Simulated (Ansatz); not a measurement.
# BHO₃S (SMILES O=BOSO): what the fields show

```xyz
6

B     2.0558    1.7145    1.8863
O     2.3419    2.8872    1.9495
O     1.7100    0.4286    1.8565
O     1.6531   -0.2956   -0.6295
S     2.5020   -0.5787    0.7333
H     0.8660   -0.8622   -0.6366
```

Geometry: PBE0-D3(BJ)/def2-SVP.

Level of theory: isolated molecule in a Gaussian basis; Kohn-Sham density functional theory, functional PBE0 in Ansatz 0.2.0.

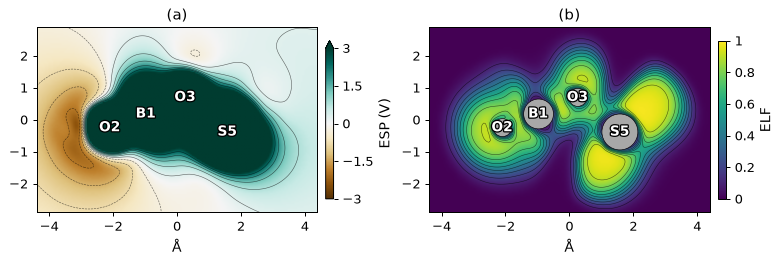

Figure 1. (a) electrostatic potential; (b) electron localisation function on the plane of atoms B1, O3 and S5. Grey discs cover the atomic cores in the ELF map.

**What do the fields say about this system?**

Atoms in the plane: B, O and S. B–O (1.21 Å): the ELF peaks at about 0.85 between the atoms, as expected for a short, strongly polar bond. B–O (1.33 Å): the ELF peaks at about 0.90 between the atoms (a polar covalent bond). S–O (1.70 Å): the ELF peaks at about 0.80 between the atoms: a shared but strongly polarised pair. The ELF also peaks beside S5, O2 and O3, away from the bonds: lone-pair regions. Outside the dense part of the molecule the potential is most negative (−2.3 V) near O2.

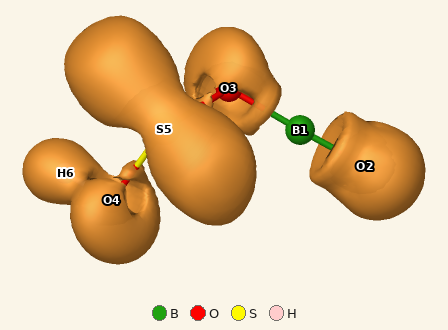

Figure 2. Isosurface of the electron localisation function at 0.8 (orange), seen at a tilt. Only the valence region is drawn (cores and ρ < 0.01 e/Å³ removed).

**Describe the localisation domains.**

The surface consists of two regions on O in which the atom's valence shell and bonds are merged, one region wrapped around S (its lone pairs, merged into a ring or cap) and one joined region spread over several atoms (H, O), in which their bonds and any lone pairs are merged. Along the contacts the grid gives the following. S–O (1.63 Å): the ELF peaks at about 0.85 between the atoms, as expected for a shared but strongly polarised pair.

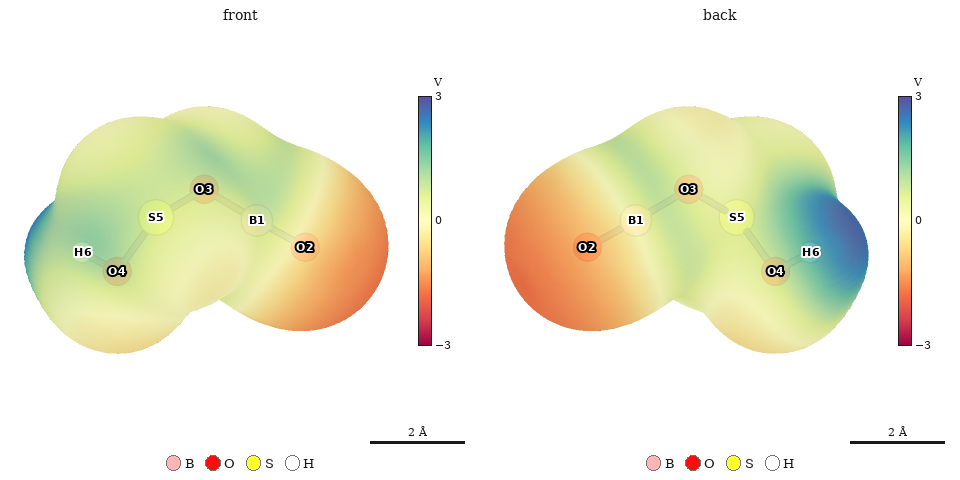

Figure 3. The molecular electrostatic potential painted on the density surface at 0.001 e/bohr³, seen from the front and from behind; the colour scale runs from red (negative) to blue (positive).

**Where is the surface potential most negative and most positive?**

The most negative region (about −1.7 V, or −39 kcal/mol for a unit charge) lies over O2, the most positive (about +2.8 V, or +65 kcal/mol for a unit charge) over H6. O2 is the likeliest acceptor of a hydrogen bond.

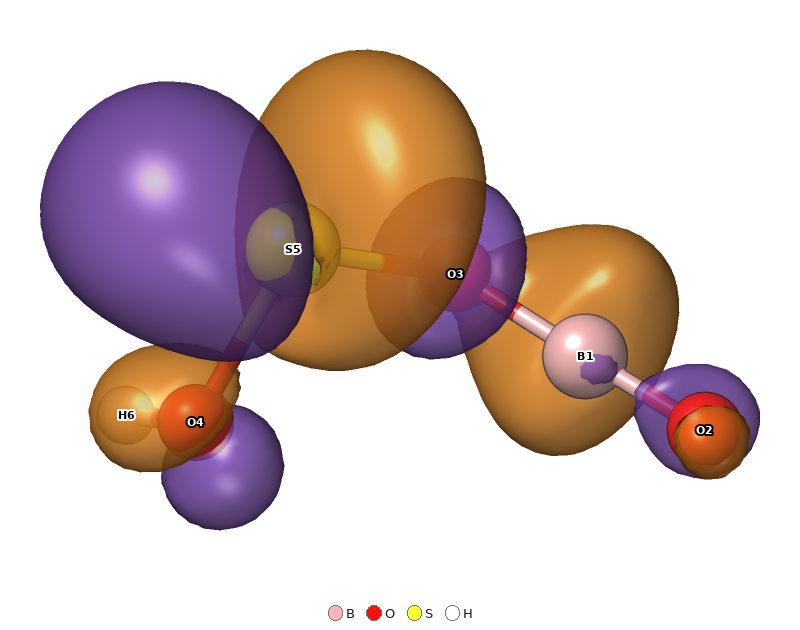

Figure 4. One frontier orbital at ±0.1 Å⁻³ᐟ² (orange and purple are the two phases), seen at a tilt.

**Which orbital is it: HOMO or LUMO?**

The LUMO, at −1.73 eV. By Hirshfeld shares it lies mainly on S5 (about 60 %), O3 (about 15 %), B1 (about 10 %) and O4 (about 10 %).
